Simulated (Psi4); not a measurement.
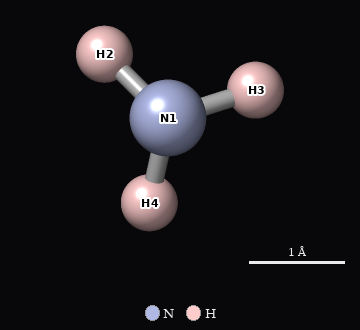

*The input geometry (ball-and-stick view, seen on its broad side; atoms are numbered from 1 in the order of the input).*

Bond lengths as drawn: H–N 1.01 Å.

## Run report: NH3, molecular dynamics

The run: molecular dynamics of NH3, SMILES N. Method and program: r2SCAN/cc-pVTZ, RKS (Psi4 1.11).

The geometry comes from this level: GFN2-xTB.

Input file (run_ase.py):
```python
import numpy as np
from ase.calculators.psi4 import Psi4
from ase.io import read
from ase import units
from ase.md.velocitydistribution import MaxwellBoltzmannDistribution, Stationary
from ase.md.verlet import VelocityVerlet

mol = read('h3n.xyz')
calc = Psi4(atoms=mol, method='r2scan', basis='cc-pVTZ', memory='1600MB', num_threads=1, charge=0, multiplicity=1, label='calc')
mol.calc = calc

MaxwellBoltzmannDistribution(mol, temperature_K=600.0, rng=np.random.default_rng(311))
Stationary(mol)
dyn = VelocityVerlet(mol, 0.25 * units.fs)
def show():
    ep, ek = mol.get_potential_energy(), mol.get_kinetic_energy()
    print(f'step {dyn.nsteps:3d}  Epot {ep:14.6f}  Ekin {ek:9.6f}  Etot {ep + ek:14.6f} eV  T {mol.get_temperature():7.1f} K')
dyn.attach(show)
dyn.run(15)
```

File h3n.xyz:
```
4
H3N
N     -0.068160     0.242830     0.108060
H      0.491930    -0.300470     0.753380
H     -0.891960    -0.300620    -0.118350
H      0.468190     0.358250    -0.743090
```

Machine: 1 thread of Intel Xeon (Granite Rapids), 128 GiB of memory available, shared host.

Launch command:
```bash
python run_ase.py
```

The program's output:
```
gradient() will perform analytic gradient computation.

   => Loading Basis Set <=

    Name: CC-PVTZ
    Role: ORBITAL
    Keyword: BASIS

         ---------------------------------------------------------
                                   SCF
                              RKS Reference
                        1 Threads,   1525 MiB Core
         ---------------------------------------------------------

  ==> Geometry <==

    Molecular point group: c1
    Full point group: C1

    Geometry (in Angstrom), charge = 0, multiplicity = 1:

       Center              X                  Y                   Z               Mass
    ------------   -----------------  -----------------  -----------------  -----------------
         N           -0.030076870429     0.069738319971     0.023660458430    14.003074004430
         H            0.587563538961    -0.504163409699     0.606739515708     1.007825032230
         H           -0.767961051139    -0.585911203439    -0.177420225033     1.007825032230
         H            0.598296084824     0.121105968507    -0.758065987556     1.007825032230

  Running in c1 symmetry.

  Rotational constants: A =     10.47164  B =      9.04661  C =      6.72218 [cm^-1]
  Rotational constants: A = 313931.95840  B = 271210.55390  C = 201525.99615 [MHz]
  Nuclear repulsion =   11.990923257625948

  Charge       = 0
  Multiplicity = 1
  Electrons    = 10
  Nalpha       = 5
  Nbeta        = 5

  ==> Algorithm <==

  SCF Algorithm Type is DF.
  DIIS enabled.
  MOM disabled.
  Fractional occupation disabled.
  Guess Type is SAD.
  Energy threshold   = 1.00e-08
  Density threshold  = 1.00e-08
  Integral threshold = 1.00e-12

  ==> Primary Basis <==

  Basis Set: CC-PVTZ
    Blend: CC-PVTZ
    Number of shells: 28
    Number of basis functions: 72
    Number of Cartesian functions: 80
    Spherical Harmonics?: true
    Max angular momentum: 3

  ==> DFT Potential <==

   => LibXC <=

    Version 7.1.2

   => Composite Functional: R2SCAN <=

    r2SCAN Meta-GGA XC Functional  (0.1021/acs.jpclett.0c02405)

    Deriv               =              1
    GGA                 =           TRUE
    Meta                =           TRUE

    Exchange Hybrid     =          FALSE
    MP2 Hybrid          =          FALSE

   => Exchange Functionals <=

    1.0000   XC_MGGA_X_R2SCAN

   => Correlation Functionals <=

    1.0000   XC_MGGA_C_R2SCAN

   => LibXC Density Thresholds  <==

    XC_MGGA_C_R2SCAN:  1.00E-15
    XC_MGGA_X_R2SCAN:  1.00E-11

   => Molecular Quadrature <=

    Radial Scheme          =       TREUTLER
    Pruning Scheme         =           NONE
    Nuclear Scheme         =       TREUTLER

    Blocking Scheme        =         OCTREE
    BS radius alpha        =              1
    Pruning alpha          =              1
    Radial Points          =             75
    Spherical Points       =            302
    Total Points           =          88088
    Total Blocks           =            692
    Max Points             =            256
    Max Functions          =             72
    Weights Tolerance      =       1.00E-15

   => Loading Basis Set <=

    Name: (CC-PVTZ AUX)
    Role: JKFIT
    Keyword: DF_BASIS_SCF

  ==> Integral Setup <==

  DFHelper Memory: AOs need 0.008 GiB; user supplied 0.668 GiB.
  SCF_SUBTYPE=INCORE selected. In-core MEM_DF algorithm will be used.
  Using in-core AOs.

  ==> MemDFJK: Density-Fitted J/K Matrices <==

    J tasked:                   Yes
    K tasked:                    No
    wK tasked:                   No
    Memory [MiB]:               684
    Algorithm:                 Core
    Schwarz Cutoff:           1E-12
    Mask sparsity (%):       0.0000
    Fitting Condition:        1E-10

   => Auxiliary Basis Set <=

  Basis Set: (CC-PVTZ AUX)
    Blend: CC-PVTZ-JKFIT
    Number of shells: 55
    Number of basis functions: 169
    Number of Cartesian functions: 201
    Spherical Harmonics?: true
    Max angular momentum: 4

  Cached 100.0% of DFT collocation blocks in 0.449 [GiB].

  Minimum eigenvalue in the overlap matrix is 1.6606556139E-03.
  Reciprocal condition number of the overlap matrix is 2.6822630211E-04.
    Using symmetric orthogonalization.

  ==> Pre-Iterations <==

  SCF Guess: Superposition of Atomic Densities via on-the-fly atomic UHF (no occupation information).

   -------------------------
    Irrep   Nso     Nmo
   -------------------------
     A         72      72
   -------------------------
    Total      72      72
   -------------------------

  ==> Iterations <==

                           Total Energy        Delta E     RMS |[F,P]|

   @DF-RKS iter SAD:   -56.15825945225606   -5.61583e+01   0.00000e+00
   @DF-RKS iter   1:   -56.27677281990554   -1.18513e-01   1.14029e-02 DIIS/ADIIS
   @DF-RKS iter   2:   -55.94917775098443    3.27595e-01   1.53350e-02 DIIS/ADIIS
   @DF-RKS iter   3:   -56.54070074206258   -5.91523e-01   5.94256e-04 DIIS/ADIIS
   @DF-RKS iter   4:   -56.54179469476900   -1.09395e-03   1.35744e-04 DIIS/ADIIS
   @DF-RKS iter   5:   -56.54183248229118   -3.77875e-05   3.66941e-05 DIIS
   @DF-RKS iter   6:   -56.54183534419678   -2.86191e-06   4.35106e-06 DIIS
   @DF-RKS iter   7:   -56.54183538545742   -4.12606e-08   1.52038e-06 DIIS
   @DF-RKS iter   8:   -56.54183539111645   -5.65903e-09   9.35167e-08 DIIS
   @DF-RKS iter   9:   -56.54183539113762   -2.11671e-11   2.25904e-08 DIIS
   @DF-RKS iter  10:   -56.54183539113906   -1.44240e-12   2.22597e-09 DIIS
  Energy and wave function converged.

  ==> Post-Iterations <==

   Electrons on quadrature grid:
      Ntotal   =    9.9999903756 ; deviation = -9.624e-06

    Orbital Energies [Eh]
    ---------------------

    Doubly Occupied:

       1A    -14.134591     2A     -0.822528     3A     -0.435840
       4A     -0.399637     5A     -0.240895

    Virtual:

       6A      0.048589     7A      0.134415     8A      0.139236
       9A      0.327380    10A      0.350057    11A      0.437145
      12A      0.480145    13A      0.545808    14A      0.571848
      15A      0.582630    16A      0.595550    17A      0.633100
      18A      0.953261    19A      0.976649    20A      1.055922
      21A      1.077286    22A      1.254227    23A      1.284084
      24A      1.439552    25A      1.526989    26A      1.555669
      27A      1.595704    28A      1.619114    29A      1.687734
      30A      2.334492    31A      2.347407    32A      2.461745
      33A      2.992221    34A      3.133521    35A      3.204912
      36A      3.279374    37A      3.311923    38A      3.373805
      39A      3.433184    40A      3.471964    41A      3.513873
      42A      3.541047    43A      3.564820    44A      3.605364
      45A      3.716709    46A      3.762016    47A      3.829808
      48A      3.939502    49A      3.975043    50A      4.018505
      51A      4.191894    52A      4.257666    53A      4.317732
      54A      4.378154    55A      4.566887    56A      4.603510
      57A      4.897941    58A      4.933941    59A      4.979732
      60A      5.003956    61A      5.483879    62A      5.509564
      63A      5.615671    64A      5.939552    65A      5.978071
      66A      6.077220    67A      6.134968    68A      6.150100
      69A      6.240757    70A      6.987689    71A      7.064385
      72A     13.301716

    Final Occupation by Irrep:
              A
    DOCC [     5 ]
    NA   [     5 ]
    NB   [     5 ]

  @DF-RKS Final Energy:   -56.54183539113906

   => Energetics <=

    Nuclear Repulsion Energy =             11.9909232576259477
    One-Electron Energy =                 -99.7817575115274167
    Two-Electron Energy =                  39.2535395511323557
    DFT Exchange-Correlation Energy =      -8.0045406883699517
    Empirical Dispersion Energy =           0.0000000000000000
    VV10 Nonlocal Energy =                  0.0000000000000000
    Total Energy =                        -56.5418353911390597

Computation Completed

Properties will be evaluated at   0.000000,   0.000000,   0.000000 [a0]

Properties computed using the SCF density matrix

 Multipole Moments:

 ------------------------------------------------------------------------------------
     Multipole            Electronic (a.u.)      Nuclear  (a.u.)        Total (a.u.)
 ------------------------------------------------------------------------------------

 L = 1.  Multiply by 2.5417464519 to convert [e a0] to [Debye]
 Dipole X            :         -0.1571078            0.3918545            0.2347467
 Dipole Y            :          0.2988655           -0.9085811           -0.6097156
 Dipole Z            :          0.0693443           -0.3082587           -0.2389144
 Magnitude           :                                                    0.6956574

 ------------------------------------------------------------------------------------

	total time  =          3 seconds =       0.05 minutes

         ------------------------------------------------------------
                                   SCF GRAD
         ------------------------------------------------------------

  ==> Geometry <==

    Molecular point group: c1
    Full point group: C1

    Geometry (in Angstrom), charge = 0, multiplicity = 1:

       Center              X                  Y                   Z               Mass
    ------------   -----------------  -----------------  -----------------  -----------------
         N           -0.030076870429     0.069738319971     0.023660458430    14.003074004430
         H            0.587563538961    -0.504163409699     0.606739515708     1.007825032230
         H           -0.767961051139    -0.585911203439    -0.177420225033     1.007825032230
         H            0.598296084824     0.121105968507    -0.758065987556     1.007825032230

  Nuclear repulsion =   11.990923257625948

  ==> Basis Set <==

  Basis Set: CC-PVTZ
    Blend: CC-PVTZ
    Number of shells: 28
    Number of basis functions: 72
    Number of Cartesian functions: 80
    Spherical Harmonics?: true
    Max angular momentum: 3

  ==> DFJKGrad: Density-Fitted SCF Gradients <==

    Gradient:                    1
    J tasked:                  Yes
    K tasked:                   No
    wK tasked:                  No
    Integrals threads:           1
    Memory [MiB]:             1144
    Schwarz Cutoff:          1E-12
    Fitting Condition:       1E-10

   => Auxiliary Basis Set <=

  Basis Set: (CC-PVTZ AUX)
    Blend: CC-PVTZ-JKFIT
    Number of shells: 55
    Number of basis functions: 169
    Number of Cartesian functions: 201
    Spherical Harmonics?: true
    Max angular momentum: 4

  ==> DFT Potential <==

   => LibXC <=

    Version 7.1.2

   => Composite Functional: R2SCAN <=

    r2SCAN Meta-GGA XC Functional  (0.1021/acs.jpclett.0c02405)

    Deriv               =              1
    GGA                 =           TRUE
    Meta                =           TRUE

    Exchange Hybrid     =          FALSE
    MP2 Hybrid          =          FALSE

   => Exchange Functionals <=

    1.0000   XC_MGGA_X_R2SCAN

   => Correlation Functionals <=

    1.0000   XC_MGGA_C_R2SCAN

   => LibXC Density Thresholds  <==

    XC_MGGA_C_R2SCAN:  1.00E-15
    XC_MGGA_X_R2SCAN:  1.00E-11

   => Molecular Quadrature <=

    Radial Scheme          =       TREUTLER
    Pruning Scheme         =           NONE
    Nuclear Scheme         =       TREUTLER

    Blocking Scheme        =         OCTREE
    BS radius alpha        =              1
    Pruning alpha          =              1
    Radial Points          =             75
    Spherical Points       =            302
    Total Points           =          88088
    Total Blocks           =            692
    Max Points             =            256
    Max Functions          =             72
    Weights Tolerance      =       1.00E-15

  -Total Gradient:
     Atom            X                  Y                   Z
    ------   -----------------  -----------------  -----------------
       1       -0.018400078030     0.008281871134    -0.020848048616
       2        0.006890430085    -0.005361047221    -0.010847701608
       3        0.005532490933     0.001520169445     0.010957857039
       4        0.005996593509    -0.004522590948     0.020694237613

	total time  =          0 seconds =       0.00 minutes
```

Standard output:
```
step   0  Epot   -1538.675253  Ekin  0.215525  Etot   -1538.459728 eV  T   416.8 K
step   1  Epot   -1538.675436  Ekin  0.215777  Etot   -1538.459659 eV  T   417.3 K
step   2  Epot   -1538.672130  Ekin  0.212502  Etot   -1538.459629 eV  T   411.0 K
step   3  Epot   -1538.665679  Ekin  0.206095  Etot   -1538.459583 eV  T   398.6 K
step   4  Epot   -1538.656740  Ekin  0.197214  Etot   -1538.459527 eV  T   381.4 K
step   5  Epot   -1538.646165  Ekin  0.186700  Etot   -1538.459465 eV  T   361.1 K
step   6  Epot   -1538.634893  Ekin  0.175490  Etot   -1538.459404 eV  T   339.4 K
step   7  Epot   -1538.623839  Ekin  0.164488  Etot   -1538.459351 eV  T   318.1 K
step   8  Epot   -1538.613773  Ekin  0.154462  Etot   -1538.459311 eV  T   298.7 K
step   9  Epot   -1538.605231  Ekin  0.145943  Etot   -1538.459288 eV  T   282.3 K
step  10  Epot   -1538.598457  Ekin  0.139174  Etot   -1538.459283 eV  T   269.2 K
step  11  Epot   -1538.593393  Ekin  0.134098  Etot   -1538.459295 eV  T   259.4 K
step  12  Epot   -1538.589721  Ekin  0.130402  Etot   -1538.459318 eV  T   252.2 K
step  13  Epot   -1538.586938  Ekin  0.127590  Etot   -1538.459348 eV  T   246.8 K
step  14  Epot   -1538.584459  Ekin  0.125081  Etot   -1538.459378 eV  T   241.9 K
step  15  Epot   -1538.581709  Ekin  0.122306  Etot   -1538.459403 eV  T   236.6 K
```

Trajectory as extended XYZ (Å, eV, eV/Å), 16 frames, from step=0 to step=15:
```
4
Properties=species:S:1:pos:R:3:forces:R:3 step=0 energy=-1538.67527
N    -0.0682    0.2428    0.1081   -0.0570   0.2229   0.0950
H     0.4919   -0.3005    0.7534   -0.0192  -0.0562  -0.0948
H    -0.8920   -0.3006   -0.1183    0.0933  -0.0569  -0.0250
H     0.4682    0.3583   -0.7431   -0.0176  -0.1075   0.0259
4
Properties=species:S:1:pos:R:3:forces:R:3 step=1 energy=-1538.67545
N    -0.0692    0.2436    0.1075    0.0511   0.2016   0.4029
H     0.4957   -0.3022    0.7486   -0.0643  -0.0150  -0.0648
H    -0.8853   -0.3059   -0.1153   -0.0513  -0.1315  -0.0998
H     0.4723    0.3543   -0.7342    0.0636  -0.0527  -0.2367
4
Properties=species:S:1:pos:R:3:forces:R:3 step=2 energy=-1538.67214
N    -0.0703    0.2444    0.1071    0.1516   0.1833   0.7036
H     0.4995   -0.3040    0.7438   -0.1084   0.0252  -0.0317
H    -0.8787   -0.3112   -0.1124   -0.1918  -0.2065  -0.1730
H     0.4764    0.3503   -0.7255    0.1477   0.0006  -0.4971
4
Properties=species:S:1:pos:R:3:forces:R:3 step=3 energy=-1538.66569
N    -0.0713    0.2452    0.1066    0.2433   0.1670   0.9881
H     0.5032   -0.3057    0.7390   -0.1507   0.0637   0.0046
H    -0.8721   -0.3166   -0.1095   -0.3236  -0.2790  -0.2434
H     0.4806    0.3464   -0.7171    0.2301   0.0509  -0.7473
4
Properties=species:S:1:pos:R:3:forces:R:3 step=4 energy=-1538.65675
N    -0.0723    0.2460    0.1062    0.3262   0.1516   1.2469
H     0.5068   -0.3074    0.7342   -0.1903   0.0998   0.0441
H    -0.8658   -0.3222   -0.1068   -0.4423  -0.3456  -0.3096
H     0.4849    0.3424   -0.7092    0.3055   0.0970  -0.9791
4
Properties=species:S:1:pos:R:3:forces:R:3 step=5 energy=-1538.64618
N    -0.0733    0.2468    0.1058    0.4010   0.1353   1.4710
H     0.5103   -0.3090    0.7294   -0.2268   0.1329   0.0866
H    -0.8597   -0.3280   -0.1042   -0.5435  -0.4032  -0.3705
H     0.4895    0.3385   -0.7018    0.3684   0.1379  -1.1846
4
Properties=species:S:1:pos:R:3:forces:R:3 step=6 energy=-1538.63491
N    -0.0743    0.2477    0.1055    0.4687   0.1163   1.6524
H     0.5137   -0.3106    0.7247   -0.2594   0.1626   0.1318
H    -0.8540   -0.3341   -0.1019   -0.6237  -0.4486  -0.4251
H     0.4942    0.3347   -0.6951    0.4135   0.1726  -1.3564
4
Properties=species:S:1:pos:R:3:forces:R:3 step=7 energy=-1538.62385
N    -0.0753    0.2485    0.1053    0.5310   0.0924   1.7847
H     0.5169   -0.3121    0.7201   -0.2877   0.1888   0.1792
H    -0.8486   -0.3404   -0.0999   -0.6799  -0.4791  -0.4724
H     0.4992    0.3311   -0.6893    0.4359   0.2008  -1.4885
4
Properties=species:S:1:pos:R:3:forces:R:3 step=8 energy=-1538.61379
N    -0.0763    0.2493    0.1051    0.5893   0.0619   1.8637
H     0.5199   -0.3134    0.7155   -0.3116   0.2112   0.2282
H    -0.8437   -0.3470   -0.0981   -0.7104  -0.4923  -0.5118
H     0.5045    0.3275   -0.6843    0.4320   0.2222  -1.5767
4
Properties=species:S:1:pos:R:3:forces:R:3 step=9 energy=-1538.60524
N    -0.0772    0.2501    0.1050    0.6451   0.0228   1.8874
H     0.5228   -0.3146    0.7111   -0.3308   0.2298   0.2782
H    -0.8391   -0.3539   -0.0966   -0.7145  -0.4866  -0.5430
H     0.5100    0.3240   -0.6803    0.3995   0.2371  -1.6191
4
Properties=species:S:1:pos:R:3:forces:R:3 step=10 energy=-1538.59847
N    -0.0781    0.2510    0.1050    0.6993  -0.0261   1.8569
H     0.5255   -0.3157    0.7069   -0.3454   0.2449   0.3283
H    -0.8350   -0.3611   -0.0955   -0.6926  -0.4615  -0.5657
H     0.5157    0.3207   -0.6772    0.3380   0.2460  -1.6161
4
Properties=species:S:1:pos:R:3:forces:R:3 step=11 energy=-1538.59341
N    -0.0790    0.2518    0.1051    0.7524  -0.0857   1.7755
H     0.5279   -0.3166    0.7028   -0.3553   0.2565   0.3780
H    -0.8313   -0.3686   -0.0947   -0.6466  -0.4170  -0.5801
H     0.5217    0.3176   -0.6751    0.2487   0.2498  -1.5700
4
Properties=species:S:1:pos:R:3:forces:R:3 step=12 energy=-1538.58973
N    -0.0798    0.2526    0.1053    0.8043  -0.1562   1.6488
H     0.5301   -0.3174    0.6990   -0.3609   0.2650   0.4264
H    -0.8280   -0.3763   -0.0942   -0.5790  -0.3543  -0.5865
H     0.5278    0.3146   -0.6740    0.1347   0.2493  -1.4856
4
Properties=species:S:1:pos:R:3:forces:R:3 step=13 energy=-1538.58695
N    -0.0806    0.2535    0.1055    0.8545  -0.2372   1.4839
H     0.5322   -0.3181    0.6955   -0.3624   0.2708   0.4729
H    -0.8251   -0.3843   -0.0941   -0.4934  -0.2752  -0.5854
H     0.5340    0.3117   -0.6737    0.0003   0.2456  -1.3685
4
Properties=species:S:1:pos:R:3:forces:R:3 step=14 energy=-1538.58447
N    -0.0814    0.2543    0.1058    0.9021  -0.3276   1.2889
H     0.5340   -0.3185    0.6922   -0.3600   0.2742   0.5169
H    -0.8224   -0.3924   -0.0944   -0.3938  -0.1822  -0.5775
H     0.5402    0.3090   -0.6743   -0.1493   0.2397  -1.2257
4
Properties=species:S:1:pos:R:3:forces:R:3 step=15 energy=-1538.58172
N    -0.0821    0.2551    0.1061    0.9462  -0.4259   1.0720
H     0.5355   -0.3188    0.6892   -0.3543   0.2757   0.5578
H    -0.8200   -0.4006   -0.0949   -0.2845  -0.0782  -0.5635
H     0.5463    0.3064   -0.6756   -0.3084   0.2326  -1.0641
```

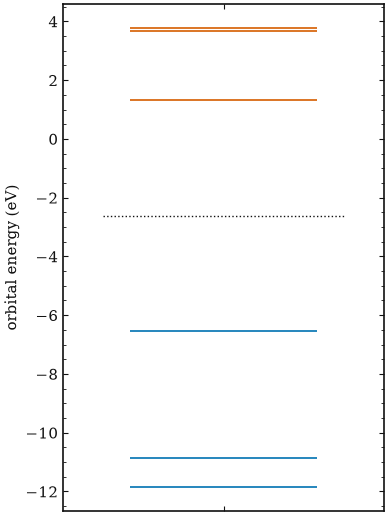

*Orbital energies near the frontier; the dotted line parts filled from empty levels, and levels within 0.02 eV of each other stand side by side.*

Highest filled −6.56 eV, lowest empty 1.32 eV, 7.88 eV apart.

Summary:

| quantity | value |
| --- | --- |
| outcome | finished |
| trajectory | 16 frames kept |
| potential energy (last step) | −56.541835 hartree |
| basis functions (last step) | 72 |
| HOMO (last step) | −6.56 eV |
| LUMO (last step) | 1.32 eV |
| dipole moment (last step) | 1.77 D |
| wall time | 54 s |
| peak memory | 0.91 GiB |
